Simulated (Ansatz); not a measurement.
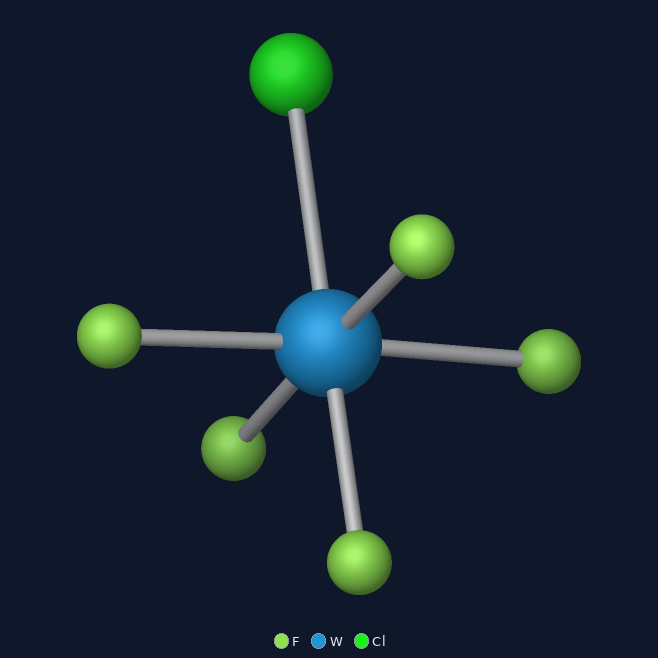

Charge 0, singlet. Computed geometry: PBE-D4/def2-SVP optimisation. No frequency run is at hand to confirm it as a minimum.

Question. What is the coordination number of the metal, and which atoms bind to it?

Answer. W binds 6 atoms: 5 F at 1.86 Å, 1 Cl at 2.29 Å. The arrangement is octahedral.

Question. What are the formal oxidation state of the metal and its number of d electrons?

Answer. W(VI), d⁰, counting the ligands as closed-shell ions or neutral donors.
